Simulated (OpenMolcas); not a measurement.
# Tm⁴⁺: CASSCF and CASPT2 terms and fine-structure levels, part 2 of 2

Aim: the low terms and levels of Tm⁴⁺, with their order and spacing, then second-order correlation under several settings.

OpenMolcas 26.06; ANO-RCC-VDZP, DKH4, active space 11 electrons in 7 orbitals (4f), orbitals: per spin and parity.

### 7 CASPT2: IPEA 0.5, imaginary shift 0.2 (closed shells correlated: none), extended multistate

a.inp

```
>>> COPY JOB001 $Project.JobIph
&CASPT2
XMultistate=30 1 2 3 4 5 6 7 8 9 10 11 12 13 14 15 16 17 18 19 20 21 22
23 24 25 26 27 28 29 30
Frozen=15 12
IPEA=0.5
Imaginary=0.2
MaxIter=60
WThr=0.0 0.3 0.05
PrWF=0.5
NoMix
>>> COPY JOB002 $Project.JobIph
&CASPT2
XMultistate=73 1 2 3 4 5 6 7 8 9 10 11 12 13 14 15 16 17 18 19 20 21 22
23 24 25 26 27 28 29 30 31 32 33 34 35 36 37 38 39 40 41 42 43 44 45 46
47 48 49 50 51 52 53 54 55 56 57 58 59 60 61 62 63 64 65 66 67 68 69 70
71 72 73
Frozen=15 12
IPEA=0.5
Imaginary=0.2
MaxIter=60
WThr=0.0 0.3 0.05
PrWF=0.5
NoMix
```

Log:

```text
Orbital specifications:
      -----------------------

      Symmetry species                           1   2
                                                ag  au
      Frozen orbitals                           15  12
      Inactive orbitals                          0   0
      Active orbitals                            0   7
      Secondary orbitals                        21  13
      Deleted orbitals                           0   0
      Number of basis functions                 36  32
Type of calculation                        XMS-CASPT2
      Fock operator                              state-average
      IPEA shift                                 0.50
      Real shift                                 0.00
      Imaginary shift                            0.20
      The input orbitals will be transformed to quasi-canonical
      The input states will be rotated to diagonalize the Fock operator
Reference energy:      -13560.1936489914
      E2 (Non-variational):      -0.3004977493
      Shift correction:          -0.0002278942
      E2 (Variational):          -0.3007256435
      Total energy:          -13560.4943746349
      Residual norm:              0.0000002085
      Reference weight:           0.96357
      Contributions to the CASPT2 correlation energy
      Active & Virtual Only:         -0.3004977493
      One Inactive Excited:           0.0000000000
      Two Inactive Excited:           0.0000000000
Reference energy:      -13560.1936489914
      E2 (Non-variational):      -0.3008675469
      Shift correction:          -0.0002257481
      E2 (Variational):          -0.3010932950
      Total energy:          -13560.4947422864
      Residual norm:              0.0000002839
      Reference weight:           0.96371
      Contributions to the CASPT2 correlation energy
      Active & Virtual Only:         -0.3008675469
      One Inactive Excited:           0.0000000000
      Two Inactive Excited:           0.0000000000
::    XMS-CASPT2 Root  1     Total energy: -13560.49267511
::    XMS-CASPT2 Root  2     Total energy: -13560.49256860
::    XMS-CASPT2 Root  3     Total energy: -13560.49168748
::    XMS-CASPT2 Root  4     Total energy: -13560.49150219
::    XMS-CASPT2 Root  5     Total energy: -13560.49132682
::    XMS-CASPT2 Root  6     Total energy: -13560.49126903
::    XMS-CASPT2 Root  7     Total energy: -13560.49125051
::    XMS-CASPT2 Root  8     Total energy: -13560.49116484
::    XMS-CASPT2 Root  9     Total energy: -13560.49104873
::    XMS-CASPT2 Root 10     Total energy: -13560.49098287
::    XMS-CASPT2 Root 11     Total energy: -13560.49093209
::    XMS-CASPT2 Root 12     Total energy: -13560.49073527
::    XMS-CASPT2 Root 13     Total energy: -13560.49055166
::    XMS-CASPT2 Root 14     Total energy: -13560.40852415
::    XMS-CASPT2 Root 15     Total energy: -13560.40835479
::    XMS-CASPT2 Root 16     Total energy: -13560.40790850
::    XMS-CASPT2 Root 17     Total energy: -13560.40759084
::    XMS-CASPT2 Root 18     Total energy: -13560.40747149
::    XMS-CASPT2 Root 19     Total energy: -13560.40739979
::    XMS-CASPT2 Root 20     Total energy: -13560.40721184
::    XMS-CASPT2 Root 21     Total energy: -13560.40537077
::    XMS-CASPT2 Root 22     Total energy: -13560.36077794
::    XMS-CASPT2 Root 23     Total energy: -13560.36041981
::    XMS-CASPT2 Root 24     Total energy: -13560.36015093
::    XMS-CASPT2 Root 25     Total energy: -13560.36001481
::    XMS-CASPT2 Root 26     Total energy: -13560.35964851
::    XMS-CASPT2 Root 27     Total energy: -13560.35948223
::    XMS-CASPT2 Root 28     Total energy: -13560.35938212
::    XMS-CASPT2 Root 29     Total energy: -13560.35927722
::    XMS-CASPT2 Root 30     Total energy: -13560.35901355
Orbital specifications:
      -----------------------

      Symmetry species                           1   2
                                                ag  au
      Frozen orbitals                           15  12
      Inactive orbitals                          0   0
      Active orbitals                            0   7
      Secondary orbitals                        21  13
      Deleted orbitals                           0   0
      Number of basis functions                 36  32
Type of calculation                        XMS-CASPT2
      Fock operator                              state-average
      IPEA shift                                 0.50
      Real shift                                 0.00
      Imaginary shift                            0.20
      The input orbitals will be transformed to quasi-canonical
      The input states will be rotated to diagonalize the Fock operator
Reference energy:      -13560.1060275152
      E2 (Non-variational):      -0.3010241657
      Shift correction:          -0.0002182068
      E2 (Variational):          -0.3012423725
      Total energy:          -13560.4072698877
      Residual norm:              0.0000000775
      Reference weight:           0.96414
      Contributions to the CASPT2 correlation energy
      Active & Virtual Only:         -0.3010241657
      One Inactive Excited:           0.0000000000
      Two Inactive Excited:           0.0000000000
Reference energy:      -13560.1060275152
      E2 (Non-variational):      -0.3004213808
      Shift correction:          -0.0002161176
      E2 (Variational):          -0.3006374984
      Total energy:          -13560.4066650136
      Residual norm:              0.0000000477
      Reference weight:           0.96431
      Contributions to the CASPT2 correlation energy
      Active & Virtual Only:         -0.3004213808
      One Inactive Excited:           0.0000000000
      Two Inactive Excited:           0.0000000000
::    XMS-CASPT2 Root  1     Total energy: -13560.40624107
::    XMS-CASPT2 Root  2     Total energy: -13560.40621019
::    XMS-CASPT2 Root  3     Total energy: -13560.40612149
::    XMS-CASPT2 Root  4     Total energy: -13560.40603913
::    XMS-CASPT2 Root  5     Total energy: -13560.40596612
::    XMS-CASPT2 Root  6     Total energy: -13560.40589618
::    XMS-CASPT2 Root  7     Total energy: -13560.40579359
::    XMS-CASPT2 Root  8     Total energy: -13560.40560489
::    XMS-CASPT2 Root  9     Total energy: -13560.40550943
::    XMS-CASPT2 Root 10     Total energy: -13560.40544838
::    XMS-CASPT2 Root 11     Total energy: -13560.40528177
::    XMS-CASPT2 Root 12     Total energy: -13560.37866131
::    XMS-CASPT2 Root 13     Total energy: -13560.37850154
::    XMS-CASPT2 Root 14     Total energy: -13560.37843732
::    XMS-CASPT2 Root 15     Total energy: -13560.37840702
::    XMS-CASPT2 Root 16     Total energy: -13560.37834817
::    XMS-CASPT2 Root 17     Total energy: -13560.37826143
::    XMS-CASPT2 Root 18     Total energy: -13560.37816298
::    XMS-CASPT2 Root 19     Total energy: -13560.37805196
::    XMS-CASPT2 Root 20     Total energy: -13560.37804234
::    XMS-CASPT2 Root 21     Total energy: -13560.36304970
::    XMS-CASPT2 Root 22     Total energy: -13560.36297541
::    XMS-CASPT2 Root 23     Total energy: -13560.36235066
::    XMS-CASPT2 Root 24     Total energy: -13560.36208646
::    XMS-CASPT2 Root 25     Total energy: -13560.36162216
::    XMS-CASPT2 Root 26     Total energy: -13560.36158355
::    XMS-CASPT2 Root 27     Total energy: -13560.36151094
::    XMS-CASPT2 Root 28     Total energy: -13560.36146958
::    XMS-CASPT2 Root 29     Total energy: -13560.36134060
::    XMS-CASPT2 Root 30     Total energy: -13560.36122506
```

Time for this run: 41 s (1 thread of Arm Neoverse V2, shared host).

XMS-CASPT2: lowest energy less the reference's lowest, -0.2977 hartree; reference weights 0.963 to 0.964.

Fine-structure levels, from the RASSI matrix with the averaged CASPT2 term energies on its diagonal:

```json
{"Configuration": "4f¹¹", "Term": "⁴I°", "J": "15/2", "E (cm⁻¹)": "0.0", "g": "1.197", "Leading %": "97", "Second": "3 ²K°"}
{"Configuration": "4f¹¹", "Term": "⁴I°", "J": "13/2", "E (cm⁻¹)": "7930", "g": "1.107", "Leading %": "99", "Second": ""}
{"Configuration": "4f¹¹", "Term": "⁴I°", "J": "11/2", "E (cm⁻¹)": "12440", "g": "0.986", "Leading %": "84", "Second": "15 ²H°"}
{"Configuration": "4f¹¹", "Term": "⁴I°", "J": "9/2", "E (cm⁻¹)": "15180", "g": "0.850", "Leading %": "60", "Second": "23 ²H°"}
{"Configuration": "4f¹¹", "Term": "⁴F°", "J": "9/2", "E (cm⁻¹)": "19820", "g": "1.170", "Leading %": "60", "Second": "20 ⁴I°"}
{"Configuration": "4f¹¹", "Term": "²H°", "J": "11/2", "E (cm⁻¹)": "24630", "g": "1.106", "Leading %": "66", "Second": "19 ⁴G°"}
{"Configuration": "4f¹¹", "Term": "⁴S°", "J": "3/2", "E (cm⁻¹)": "24750", "g": "1.653", "Leading %": "65", "Second": "19 ²P°"}
{"Configuration": "4f¹¹", "Term": "⁴F°", "J": "7/2", "E (cm⁻¹)": "26840", "g": "1.198", "Leading %": "88", "Second": "11 ²G°"}
{"Configuration": "4f¹¹", "Term": "⁴F°", "J": "3/2", "E (cm⁻¹)": "29270", "g": "0.799", "Leading %": "60", "Second": "20 ⁴S°"}
{"Configuration": "4f¹¹", "Term": "⁴F°", "J": "5/2", "E (cm⁻¹)": "29440", "g": "1.050", "Leading %": "88", "Second": "12 ²D°"}
{"Configuration": "4f¹¹", "Term": "²G°", "J": "9/2", "E (cm⁻¹)": "30660", "g": "1.061", "Leading %": "29", "Second": "28 ²H°"}
{"Configuration": "4f¹¹", "Term": "²K°", "J": "15/2", "E (cm⁻¹)": "34600", "g": "1.064", "Leading %": "92", "Second": "5 ²L°"}
{"Configuration": "4f¹¹", "Term": "⁴G°", "J": "11/2", "E (cm⁻¹)": "34860", "g": "1.236", "Leading %": "80", "Second": "18 ²H°"}
{"Configuration": "4f¹¹", "Term": "⁴G°", "J": "9/2", "E (cm⁻¹)": "36190", "g": "1.120", "Leading %": "76", "Second": "14 ²H°"}
{"Configuration": "4f¹¹", "Term": "²G°", "J": "7/2", "E (cm⁻¹)": "36720", "g": "0.946", "Leading %": "69", "Second": "20 ⁴G°"}
```

### 8 CASPT2: IPEA 0.2, real shift 0.5 (closed shells correlated: 5s 5p)

a.inp

```
>>> COPY JOB001 $Project.JobIph
&CASPT2
Multistate=30 1 2 3 4 5 6 7 8 9 10 11 12 13 14 15 16 17 18 19 20 21 22
23 24 25 26 27 28 29 30
Frozen=14 9
IPEA=0.2
Shift=0.5
MaxIter=60
WThr=0.0 0.3 0.05
PrWF=0.5
NoMix
>>> COPY JOB002 $Project.JobIph
&CASPT2
Multistate=73 1 2 3 4 5 6 7 8 9 10 11 12 13 14 15 16 17 18 19 20 21 22
23 24 25 26 27 28 29 30 31 32 33 34 35 36 37 38 39 40 41 42 43 44 45 46
47 48 49 50 51 52 53 54 55 56 57 58 59 60 61 62 63 64 65 66 67 68 69 70
71 72 73
NoMult
Frozen=14 9
IPEA=0.2
Shift=0.5
MaxIter=60
WThr=0.0 0.3 0.05
PrWF=0.5
NoMix
```

Log:

```text
Orbital specifications:
      -----------------------

      Symmetry species                           1   2
                                                ag  au
      Frozen orbitals                           14   9
      Inactive orbitals                          1   3
      Active orbitals                            0   7
      Secondary orbitals                        21  13
      Deleted orbitals                           0   0
      Number of basis functions                 36  32
Type of calculation                        MS-CASPT2
      Fock operator                              state-specific
      IPEA shift                                 0.20
      Real shift                                 0.50
      Imaginary shift                            0.00
      The input orbitals will be transformed to quasi-canonical
Reference energy:      -13560.1936489914
      E2 (Non-variational):      -0.6232149704
      Shift correction:          -0.0415910683
      E2 (Variational):          -0.6648060387
      Total energy:          -13560.8584550301
      Residual norm:              0.0000000561
      Reference weight:           0.92321
      Contributions to the CASPT2 correlation energy
      Active & Virtual Only:         -0.2815327327
      One Inactive Excited:          -0.2094110065
      Two Inactive Excited:          -0.1322712312
Reference energy:      -13560.1936489914
      E2 (Non-variational):      -0.6230190212
      Shift correction:          -0.0415552027
      E2 (Variational):          -0.6645742238
      Total energy:          -13560.8582232152
      Residual norm:              0.0000000530
      Reference weight:           0.92327
      Contributions to the CASPT2 correlation energy
      Active & Virtual Only:         -0.2814477553
      One Inactive Excited:          -0.2092982035
      Two Inactive Excited:          -0.1322730623
::    CASPT2 Root  1     Total energy: -13560.85845503
::    CASPT2 Root  2     Total energy: -13560.85822322
::    CASPT2 Root  3     Total energy: -13560.85885760
::    CASPT2 Root  4     Total energy: -13560.85898894
::    CASPT2 Root  5     Total energy: -13560.85765538
::    CASPT2 Root  6     Total energy: -13560.85817786
::    CASPT2 Root  7     Total energy: -13560.85941445
::    CASPT2 Root  8     Total energy: -13560.85847080
::    CASPT2 Root  9     Total energy: -13560.85938809
::    CASPT2 Root 10     Total energy: -13560.85824048
::    CASPT2 Root 11     Total energy: -13560.85869170
::    CASPT2 Root 12     Total energy: -13560.85889354
::    CASPT2 Root 13     Total energy: -13560.85956200
::    CASPT2 Root 14     Total energy: -13560.78056729
::    CASPT2 Root 15     Total energy: -13560.78065048
::    CASPT2 Root 16     Total energy: -13560.78081427
::    CASPT2 Root 17     Total energy: -13560.78162253
::    CASPT2 Root 18     Total energy: -13560.78091469
::    CASPT2 Root 19     Total energy: -13560.78091458
::    CASPT2 Root 20     Total energy: -13560.78083627
::    CASPT2 Root 21     Total energy: -13560.78096362
::    CASPT2 Root 22     Total energy: -13560.73444511
::    CASPT2 Root 23     Total energy: -13560.73538599
::    CASPT2 Root 24     Total energy: -13560.73403975
::    CASPT2 Root 25     Total energy: -13560.73386283
::    CASPT2 Root 26     Total energy: -13560.73419168
::    CASPT2 Root 27     Total energy: -13560.73462571
::    CASPT2 Root 28     Total energy: -13560.73477075
::    CASPT2 Root 29     Total energy: -13560.73443409
::    CASPT2 Root 30     Total energy: -13560.73457254
Orbital specifications:
      -----------------------

      Symmetry species                           1   2
                                                ag  au
      Frozen orbitals                           14   9
      Inactive orbitals                          1   3
      Active orbitals                            0   7
      Secondary orbitals                        21  13
      Deleted orbitals                           0   0
      Number of basis functions                 36  32
Type of calculation                        SS-CASPT2
      Fock operator                              state-specific
      IPEA shift                                 0.20
      Real shift                                 0.50
      Imaginary shift                            0.00
      The input orbitals will be transformed to quasi-canonical
Reference energy:      -13560.1060275152
      E2 (Non-variational):      -0.6293580433
      Shift correction:          -0.0421114762
      E2 (Variational):          -0.6714695194
      Total energy:          -13560.7774970346
      Residual norm:              0.0000000558
      Reference weight:           0.92232
      Contributions to the CASPT2 correlation energy
      Active & Virtual Only:         -0.2864064190
      One Inactive Excited:          -0.2104903954
      Two Inactive Excited:          -0.1324612288
Reference energy:      -13560.1060275152
      E2 (Non-variational):      -0.6293860020
      Shift correction:          -0.0421216334
      E2 (Variational):          -0.6715076355
      Total energy:          -13560.7775351507
      Residual norm:              0.0000000556
      Reference weight:           0.92230
      Contributions to the CASPT2 correlation energy
      Active & Virtual Only:         -0.2864217016
      One Inactive Excited:          -0.2105021398
      Two Inactive Excited:          -0.1324621606
::    CASPT2 Root  1     Total energy: -13560.77749703
::    CASPT2 Root  2     Total energy: -13560.77753515
::    CASPT2 Root  3     Total energy: -13560.77754363
::    CASPT2 Root  4     Total energy: -13560.77747992
::    CASPT2 Root  5     Total energy: -13560.77740772
::    CASPT2 Root  6     Total energy: -13560.77762354
::    CASPT2 Root  7     Total energy: -13560.77744293
::    CASPT2 Root  8     Total energy: -13560.77741833
::    CASPT2 Root  9     Total energy: -13560.77756370
::    CASPT2 Root 10     Total energy: -13560.77752414
::    CASPT2 Root 11     Total energy: -13560.77751526
::    CASPT2 Root 12     Total energy: -13560.75097698
::    CASPT2 Root 13     Total energy: -13560.75098162
::    CASPT2 Root 14     Total energy: -13560.75110197
::    CASPT2 Root 15     Total energy: -13560.75112555
::    CASPT2 Root 16     Total energy: -13560.75105894
::    CASPT2 Root 17     Total energy: -13560.75106198
::    CASPT2 Root 18     Total energy: -13560.75088958
::    CASPT2 Root 19     Total energy: -13560.75085920
::    CASPT2 Root 20     Total energy: -13560.75092921
::    CASPT2 Root 21     Total energy: -13560.73286861
::    CASPT2 Root 22     Total energy: -13560.73314489
::    CASPT2 Root 23     Total energy: -13560.73297280
::    CASPT2 Root 24     Total energy: -13560.73330663
::    CASPT2 Root 25     Total energy: -13560.73338324
::    CASPT2 Root 26     Total energy: -13560.73360033
::    CASPT2 Root 27     Total energy: -13560.73360776
::    CASPT2 Root 28     Total energy: -13560.73385189
::    CASPT2 Root 29     Total energy: -13560.73401562
::    CASPT2 Root 30     Total energy: -13560.73383441
```

This run took 34 s in all on 1 thread of Arm Neoverse V2, shared host.

SS-CASPT2: lowest energy less the reference's lowest, -0.6650 hartree; reference weights 0.921 to 0.923.

Spin-free terms, from the roots grouped by L:

| configuration | term | E (cm⁻¹) | spread (cm-1) |
| --- | --- | --- | --- |
| 4f¹¹ | ⁴I° | 0.0 | 418 |
| 4f¹¹ | ⁴S° | 16920 | 0 |
| 4f¹¹ | ⁴F° | 17090 | 87 |
| 4f¹¹ | ²H° | 17820 | 47 |
| 4f¹¹ | ²G° | 23640 | 58 |
| 4f¹¹ | ⁴G° | 27260 | 334 |
| 4f¹¹ | ²K° | 27490 | 314 |
| 4f¹¹ | ²P° | 32140 | 0 |
| 4f¹¹ | ²D° | 32300 | 120 |

Levels with spin-orbit coupling, from the RASSI matrix with the averaged CASPT2 term energies on its diagonal:

| Configuration | Term | J | E (cm⁻¹) | g | Leading % |
| --- | --- | --- | --- | --- | --- |
| 4f¹¹ | ⁴I° | 15/2 | 0.0 | 1.196 | 97 |
| 4f¹¹ | ⁴I° | 13/2 | 7950 | 1.106 | 99 |
| 4f¹¹ | ⁴I° | 11/2 | 12290 | 0.990 | 81 |
| 4f¹¹ | ⁴I° | 9/2 | 14740 | 0.889 | 51 |
| 4f¹¹ | ⁴F° | 9/2 | 18890 | 1.139 | 57 |
| 4f¹¹ | ⁴S° | 3/2 | 22850 | 1.681 | 67 |
| 4f¹¹ | ²H° | 11/2 | 23730 | 1.108 | 62 |
| 4f¹¹ | ⁴F° | 7/2 | 25630 | 1.199 | 88 |
| 4f¹¹ | ⁴F° | 3/2 | 27790 | 0.785 | 59 |
| 4f¹¹ | ⁴F° | 5/2 | 28140 | 1.051 | 87 |
| 4f¹¹ | ²G° | 9/2 | 29730 | 1.061 | 30 |
| 4f¹¹ | ⁴G° | 11/2 | 33420 | 1.231 | 78 |
| 4f¹¹ | ²K° | 15/2 | 33650 | 1.064 | 92 |
| 4f¹¹ | ⁴G° | 9/2 | 34780 | 1.118 | 77 |
| 4f¹¹ | ²G° | 7/2 | 35480 | 0.947 | 67 |
| 4f¹¹ | ²P° | 3/2 | 39620 | 1.048 | 40 |

### 9 The methods side by side

A. CASSCF
B. XMS-CASPT2, IPEA 0.1 (closed shells correlated: 5s 5p)
C. XMS-CASPT2, IPEA 0.5, imaginary shift 0.2 (closed shells correlated: none)
D. SS-CASPT2, IPEA 0.2, real shift 0.5 (closed shells correlated: 5s 5p)

Energies in cm⁻¹ above each method's lowest level.

| level | A | B | C | D |
| --- | --- | --- | --- | --- |
| 4f¹¹ ⁴I°_15/2 | 0.0 | 0.0 | 0.0 | 0.0 |
| 4f¹¹ ⁴I°_13/2 | 7923 | 7950 | 7930 | 7950 |
| 4f¹¹ ⁴I°_11/2 | 12507 | 12370 | 12440 | 12290 |
| 4f¹¹ ⁴I°_9/2 | 15410 | 14920 | 15180 | 14740 |
| 4f¹¹ ⁴F°_9/2 | 20664 | 19050 | 19820 | 18890 |
| 4f¹¹ ²H°_11/2 | 25229 | 24010 | 24630 | 23730 |
| 4f¹¹ ⁴S°_3/2 | 25545 | 23260 | 24750 | 22850 |
| 4f¹¹ ⁴F°_7/2 | 27920 | 25820 | 26840 | 25630 |
| 4f¹¹ ⁴F°_3/2 | 30318 | 28040 | 29270 | 27790 |
| 4f¹¹ ⁴F°_5/2 | 30572 | 28330 | 29440 | 28140 |
| 4f¹¹ ²K°_15/2 | 35088 | 33870 | 34600 | 33650 |
| 4f¹¹ ⁴G°_11/2 | 36348 | 33470 | 34860 | 33420 |
| 4f¹¹ ⁴G°_9/2 | 37589 | 34800 | 36190 | 34780 |
| 4f¹¹ ²G°_7/2 | 37694 | 35760 | 36720 | 35480 |

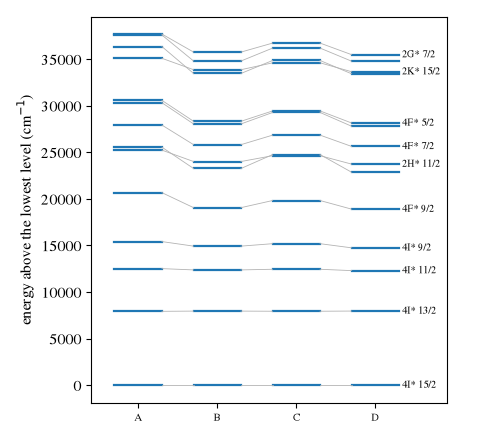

The same levels, method by method.

### 10 Results

This closing draws on all 2 parts.

| quantity | value |
| --- | --- |
| method | XMS-CASPT2, IPEA 0.1 (closed shells correlated: 5s 5p) |
| lowest level | 4f¹¹ ⁴I°_15/2, 97 % of that term, g = 1.197 |
| ground level listed by NIST | 4I°15/2 |
| first excited level | 4f¹¹ ⁴I°_13/2 at 7950 cm⁻¹ |
| lowest level of another term | 4f¹¹ ⁴F°_9/2 at 19050 cm⁻¹ |
| spin-orbit lowering of the lowest level | 9735 cm⁻¹ |
| strongest of the lines computed, by gA (one parity, so forbidden lines), at XMS-CASPT2 energies | 4f¹¹ ²K°_15/2 → 4f¹¹ ⁴I°_15/2, 295.3 nm, A = 3.48e+01 s⁻¹ |

Cost and accuracy by method:

| method | time of its own steps | time with the reference | mean absolute difference from method B (cm-1) |
| --- | --- | --- | --- |
| A. CASSCF | 32 s | 32 s | 1500 |
| B. XMS-CASPT2, IPEA 0.1, +5s 5p | 64 s | 97 s | 0 |
| C. XMS-CASPT2, IPEA 0.5, imaginary shift 0.2, +none | 41 s | 73 s | 790 |
| D. SS-CASPT2, IPEA 0.2, real shift 0.5, +5s 5p | 34 s | 66 s | 170 |

Times are of one thread on a shared host.

What this shows: The multiplet ⁴I° is inverted; its intervals divided by the larger J differ by 81 % of their mean, where Landé's rule for pure LS coupling makes them equal. Second-order correlation (method B) scales the levels of the lowest configuration above 5000 cm⁻¹ by 0.91 to 1.00. Only the configurations of the active space and the roots asked for are present. Not all states of the active space went into the spin-orbit step. CASPT2 does not keep the components of a term degenerate, and the means are used. High states of lower spin are left out of the spin-orbit mixing. The basis is small and contracted for the neutral atom, so it is rough for this charge. Levels of other configurations are missing from the list.
